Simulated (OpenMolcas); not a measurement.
# BSiH5: single-point calculation (part 2 of 2)

Continued. System: BSiH5 (BH2(SiH3)). Method: CASPT2/ANO-RCC-VDZ, DKH2 (OpenMolcas 26.06). The geometry comes from this level: GFN2-xTB.

Geometry of the input (Å):
```
B  0.5955  1.0386  0.0060
H  1.7651  1.0769  0.0274
H  0.0392  2.0670  -0.0480
Si -0.3777  -0.6580  0.0184
H  -1.7138  -0.6057  0.6330
H  0.3005  -1.7642  0.7131
H  -0.6090  -1.1546  -1.3498
```

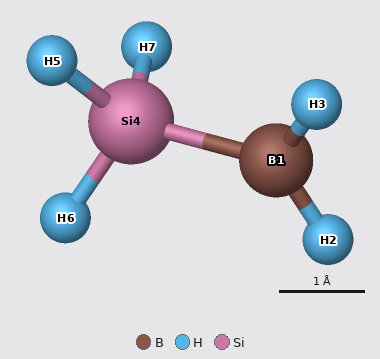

**Figure 1.** The structure as given in the input (ball-and-stick view, seen at a tilt; atoms are numbered from 1 in the order of the input).

Log, continued:
```
      ************************************************************************************************************************
      *                                                    Final results                                                     *
      ************************************************************************************************************************

++    Final optimization conditions:
      ------------------------------

      Average CI energy                            -317.05764126
      RASSCF energy for state  1                   -317.05764126
      Super-CI energy                                -0.00000000
      RASSCF energy change                           -0.00000000
      Max change in MO coefficients              -7.966E-06
      Max non-diagonal density matrix element     7.273E-06
      Maximum BLB matrix element                 -1.762E-07
      (orbital pair  12,  26 in symmetry   1)
      Norm of electronic gradient            4.466E-07
--

      Final state energy(ies):
      ------------------------

::    RASSCF root number  1 Total energy:   -317.05764126

++    Molecular orbitals:
      -------------------

      Pseudonatural active orbitals and approximate occupation numbers

      MOLECULAR ORBITALS FOR SYMMETRY SPECIES 1: a

      INDEX  ENERGY  OCCUPATION COEFFICIENTS ...
          1  -68.9226    2.0000
                14 SI4    1s     ( 1.0000)
          2   -7.6203    2.0000
                 1 B1     1s     ( 0.9995)
          3   -6.1481    2.0000
                15 SI4    2s     ( 0.9989)
          4   -4.2260    2.0000
                24 SI4    2pz    ( 0.9991)
          5   -4.2256    2.0000
                18 SI4    2px    ( 0.8673)  21 SI4    2py    (-0.4960)
          6   -4.2254    2.0000
                18 SI4    2px    ( 0.4958)  21 SI4    2py    ( 0.8677)
          7   -0.7077    2.0000
                 6 B1     2py    ( 0.1002)  10 H2     1s     ( 0.1132)  12 H3     1s     ( 0.1131)  16 SI4    3s     ( 0.5054)
                22 SI4    3py    (-0.1360)  27 H5     1s     ( 0.2715)  29 H6     1s     ( 0.2713)  31 H7     1s     ( 0.2800)

          8   -0.6622    2.0000
                 2 B1     2s     (-0.4708)   4 B1     2px    (-0.1069)   6 B1     2py    (-0.1859)  10 H2     1s     (-0.3540)
                12 H3     1s     (-0.3539)  16 SI4    3s     ( 0.2527)
          9   -0.5247    2.0000
                 4 B1     2px    ( 0.4093)   6 B1     2py    (-0.2347)  10 H2     1s     ( 0.3828)  12 H3     1s     (-0.3827)
                19 SI4    3px    ( 0.1478)  27 H5     1s     (-0.1881)  29 H6     1s     ( 0.1888)
         10   -0.4770    2.0000
                25 SI4    3pz    ( 0.4011)  26 SI4    4pz    (-0.1082)  27 H5     1s     ( 0.3095)  29 H6     1s     ( 0.3061)
                31 H7     1s     (-0.6191)
         11   -0.4590    2.0000
                 4 B1     2px    (-0.1977)   6 B1     2py    ( 0.1134)  10 H2     1s     (-0.2077)  12 H3     1s     ( 0.2079)
                19 SI4    3px    ( 0.3093)  22 SI4    3py    (-0.1779)  27 H5     1s     (-0.5198)  29 H6     1s     ( 0.5217)

         12   -0.5013    1.9853
                 2 B1     2s     (-0.4191)   4 B1     2px    ( 0.2607)   6 B1     2py    ( 0.4538)  16 SI4    3s     (-0.2193)
                19 SI4    3px    (-0.1880)  22 SI4    3py    (-0.3282)  27 H5     1s     ( 0.1048)  29 H6     1s     ( 0.1045)
                31 H7     1s     ( 0.1063)
         13    0.4966    0.0147
                 2 B1     2s     (-0.5328)   3 B1     3s     ( 0.3242)   4 B1     2px    ( 0.3134)   5 B1     3px    (-0.2009)
                 6 B1     2py    ( 0.5446)   7 B1     3py    (-0.3501)  16 SI4    3s     ( 0.4433)  17 SI4    4s     (-0.2299)
                19 SI4    3px    ( 0.3204)  20 SI4    4px    (-0.1218)  22 SI4    3py    ( 0.5594)  23 SI4    4py    (-0.2121)
                27 H5     1s     (-0.1076)  29 H6     1s     (-0.1082)
         14    0.0453    0.0000
                 8 B1     2pz    ( 0.8684)   9 B1     3pz    ( 0.2375)  25 SI4    3pz    ( 0.3322)  26 SI4    4pz    ( 0.1385)
                27 H5     1s     (-0.2710)  28 H5     2s     (-0.1359)  29 H6     1s     (-0.2678)  30 H6     2s     (-0.1343)
                31 H7     1s     ( 0.5650)  32 H7     2s     ( 0.2885)
         15    0.0972    0.0000
                 1 B1     1s     (-0.1038)   2 B1     2s     (-0.7440)   3 B1     3s     (-0.1926)   4 B1     2px    (-0.1673)
                 6 B1     2py    (-0.2921)   7 B1     3py    (-0.1445)  10 H2     1s     ( 0.3691)  11 H2     2s     ( 0.3583)
                12 H3     1s     ( 0.3692)  13 H3     2s     ( 0.3584)  15 SI4    2s     (-0.3759)  16 SI4    3s     (-1.6031)
                17 SI4    4s     (-0.6210)  19 SI4    3px    ( 0.2635)  22 SI4    3py    ( 0.4590)  23 SI4    4py    ( 0.1624)
                27 H5     1s     ( 0.5780)  28 H5     2s     ( 0.5055)  29 H6     1s     ( 0.5767)  30 H6     2s     ( 0.5046)
                31 H7     1s     ( 0.5956)  32 H7     2s     ( 0.5226)
--

      Von Neumann Entropy (Root   1) =  0.06272

      Mulliken population analysis for root number:  1
      -----------------------------------------------

++    Molecular charges:
      ------------------

      Mulliken charges per centre and basis function type
      ---------------------------------------------------

                B1      H2      H3      SI4     H5      H6      H7
      1s       2.0005  1.0430  1.0429  2.0000  1.2488  1.2488  1.2331
      2s       1.1680  0.0011  0.0011  1.9960 -0.0313 -0.0313 -0.0261
      2px      0.9727  0.0000  0.0000  2.0000  0.0000  0.0000  0.0000
      2pz      0.0198  0.0000  0.0000  2.0000  0.0000  0.0000  0.0000
      2py      0.9853  0.0000  0.0000  2.0001  0.0000  0.0000  0.0000
      3s      -0.0149  0.0000  0.0000  1.1321  0.0000  0.0000  0.0000
      3px     -0.0144  0.0000  0.0000  0.6815  0.0000  0.0000  0.0000
      3pz     -0.0018  0.0000  0.0000  0.7048  0.0000  0.0000  0.0000
      3py     -0.0189  0.0000  0.0000  0.6768  0.0000  0.0000  0.0000
      4s       0.0000  0.0000  0.0000 -0.0109  0.0000  0.0000  0.0000
      4px      0.0000  0.0000  0.0000 -0.0037  0.0000  0.0000  0.0000
      4pz      0.0000  0.0000  0.0000 -0.0112  0.0000  0.0000  0.0000
      4py      0.0000  0.0000  0.0000  0.0082  0.0000  0.0000  0.0000
      Total    5.0963  1.0441  1.0440 13.1736  1.2175  1.2174  1.2070

      N-E     -0.0963 -0.0441 -0.0440  0.8264 -0.2175 -0.2174 -0.2070

      Total electronic charge=   24.000000

      Total            charge=   -0.000000
--

      Expectation values of various properties for root number:  1
      -----------------------------------------------------------

++    Molecular properties:
      ---------------------

      Charge (e):
                      =   -0.0000
      Dipole Moment (debye):
      Origin of the operator (angstrom)=   -0.0961   -0.1671    0.0126
                   X=  4.3132E-01               Y=  7.4781E-01               Z= -1.5880E-02           Total=  8.6343E-01
      Quadrupole Moment (debye*angstrom):
      Origin of the operator (angstrom)=   -0.0961   -0.1671    0.0126
                  XX= -2.5325E+01              XY= -2.0317E-01              XZ=  3.2292E-02              YY= -2.5542E+01
                  YZ=  2.3993E-01              ZZ= -2.2788E+01
      In traceless form (debye*angstrom)
                  XX= -1.1593E+00              XY= -3.0475E-01              XZ=  4.8439E-02              YY= -1.4856E+00
                  YZ=  3.5989E-01              ZZ=  2.6449E+00
--

      LoProp population analysis for root number:  1
      -----------------------------------------------

++    LoProp analysis:
      ----------------

++    Static properties:
      ------------------

      LoProp Charges per center

                   B1       H2       H3       SI4      H5       H6       H7
      Nuclear      5.0000   1.0000   1.0000  14.0000   1.0000   1.0000   1.0000
      Electronic  -5.1137  -0.9828  -0.9828 -13.6555  -1.0927  -1.0927  -1.0799

      Total       -0.1137   0.0172   0.0172   0.3445  -0.0927  -0.0927  -0.0799
--

      Natural Bond Order analysis for root number:  1

++    Natural Bond Order analysis
      ---------------------------
      Based on LoProp computed density
      -------------------------------------------------------------------------------------
      Atom A       Atom B       Bond Order
      -------------------------------------------------------------------------------------
      NBO located      0.995 non-bonded electrons on atom B1
      NBO located      1.007 non-bonded electrons on atom SI4
      NBO located      1.000 non-bonded electrons on atom SI4
      NBO located      0.998 non-bonded electrons on atom SI4
      NBO located      0.998 non-bonded electrons on atom SI4
      NBO located      0.998 non-bonded electrons on atom SI4
      The remaining    7.910 electrons are to be considered as diffuse
--

--

      Average orbitals are written to the RASORB file
      Natural orbitals for root   1 are written to the RASORB.1 file
      Spin density orbitals for root   1 are written to the SPDORB.1 file

--- Stop Module: rasscf /rc=_RC_ALL_IS_WELL_ ---

--- Start Module: caspt2 ---

                                              &CASPT2

                       available to each process: 1.9 GB of memory, 1 thread

++    Wave function specifications:
      -----------------------------

      Number of closed shell electrons          16
      Number of electrons in active shells       2
      Max number of holes in RAS1 space          0
      Max number of electrons in RAS3 space      0
      Number of inactive orbitals                8
      Number of active orbitals                  2
      Number of secondary orbitals              19
      Spin quantum number                      0.0
      State symmetry                             1
      Number of CSFs                             3
      Number of CASSCF root(s) available         1
      CASPT2 state passed to geometry opt.       1
      A file JOBMIX will be created
      This is a CASSCF or RASSCF reference function
--

++    Orbital specifications:
      -----------------------

      Symmetry species                           1
                                                 a
      Frozen orbitals                            3
      Inactive orbitals                          8
      Active orbitals                            2
      Secondary orbitals                        19
      Deleted orbitals                           0
      Number of basis functions                 32
--

++    CASPT2 specifications:
      ----------------------

      Type of calculation                        SS-CASPT2
      Fock operator                              state-specific
      IPEA shift                                 0.00
      Real shift                                 0.00
      Imaginary shift                            0.00
      Sigma^1 regularizer                        0.20
      The input orbitals will be transformed to quasi-canonical
--

--------------------------------------------------------------------------------
 Estimated memory requirements:
  POLY3 :                   250070
  RHS:                      267044
  SIGMA :                   263680
  PRPCTL:                        0
 Available workspace:    232490749

++ CASPT2 computation for group   1

********************************************************************************
 Multi-State initialization phase begins for group   1
--------------------------------------------------------------------------------
********************************************************************************
 Compute H0 matrices for state    1
--------------------------------------------------------------------------------
--------------------------------------------------------------------------------
 H0 matrices have been computed.

********************************************************************************
  CASPT2 EQUATION SOLUTION
--------------------------------------------------------------------------------

  Total nr of CASPT2 parameters:
   Before reduction:       22145
   After  reduction:       20724

 Variance of |WF0>:       0.2328245532

 The contributions to the second order correlation energy in atomic units.
-----------------------------------------------------------------------------------------------------------------------------
  IT.      VJTU        VJTI        ATVX        AIVX        VJAI        BVAT        BJAT        BJAI        TOTAL       RNORM
-----------------------------------------------------------------------------------------------------------------------------
   1    -0.000000   -0.000436   -0.000000   -0.008968   -0.003713   -0.002974   -0.010558   -0.070226   -0.096876    0.006121
   2    -0.000000   -0.000457   -0.000000   -0.009173   -0.003787   -0.003047   -0.010663   -0.070376   -0.097504    0.000923
   3    -0.000000   -0.000459   -0.000000   -0.009176   -0.003787   -0.003047   -0.010658   -0.070367   -0.097494    0.000191
   4    -0.000000   -0.000459   -0.000000   -0.009174   -0.003786   -0.003046   -0.010655   -0.070362   -0.097482    0.000037
   5    -0.000000   -0.000459   -0.000000   -0.009174   -0.003786   -0.003046   -0.010655   -0.070362   -0.097482    0.000007
   6    -0.000000   -0.000459   -0.000000   -0.009174   -0.003786   -0.003046   -0.010655   -0.070363   -0.097483    0.000001
-----------------------------------------------------------------------------------------------------------------------------

  FINAL CASPT2 RESULT:

      Reference energy:        -317.0576412553
      E2 (Non-variational):      -0.0974825416
      Shift correction:          -0.0000231656
      E2 (Variational):          -0.0975057072
      Total energy:            -317.1551469624
      Residual norm:              0.0000002059
      Reference weight:           0.95480

      Contributions to the CASPT2 correlation energy
      Active & Virtual Only:         -0.0030456296
      One Inactive Excited:          -0.0198295729
      Two Inactive Excited:          -0.0746073392

++ Denominators, etc.
--------------------------------------------------------------------------------------------------------------
 Report on small energy denominators, large coefficients, and large energy contributions.
CASE  SYMM ACTIVE-MIX  NON-ACTIVE INDICES          DENOMINATOR     RHS VALUE       COEFFICIENT     CONTRIBUTION
BVATP    1  Mu1.0001  Se1.014 Se1.014               1.07864112     -0.02898698      0.02510136     -0.00072761
BJAIP    1  Se1.028 In1.008 Se1.032 In1.009         2.97850619      0.07916719     -0.02673079     -0.00211620
--

   (Skipping property calculation,
    use PROP keyword to activate)
--

  Total CASPT2 energies:
::    CASPT2 Root  1     Total energy:   -317.15514696

  A NEW JOBIPH FILE NAMED 'JOBMIX' IS PREPARED.
********************************************************************************
--- Stop Module: caspt2 /rc=_RC_ALL_IS_WELL_ ---

.##################.
.# Happy landing! #.
.##################.

    Timing: Wall=2.12 User=1.72 System=0.39
```
